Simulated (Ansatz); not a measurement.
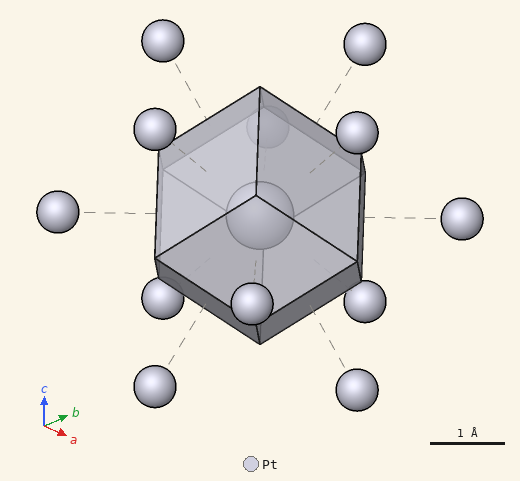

Voronoi cell (the region closer to this atom than to any other), computed from the atomic positions without radii. Central atom: Pt (4a) in Pt; faces take the colour of the neighbour behind them. The structure is the input geometry of an electronic-structure calculation and need not be at equilibrium.

Pt, space group Fm-3m (No. 225), a = 3.916 Å, b = 3.916 Å, c = 3.916 Å, α = 90.00°, β = 90.00°, γ = 90.00°

```json
{"site": "Pt", "Wyckoff": "4a", "x": "0.0000", "y": "0.0000", "z": "0.0000"}
```

What is the volume of this Voronoi cell?

Answer. 15.0 Å³, equal to the mean volume per atom.

Tabulate the neighbours by distance and solid angle.

Answer.
| neighbour | faces | distance (Å) | solid angle (% of sphere) |
| --- | --- | --- | --- |
| Pt | 12 | 2.77 | 100.0 |
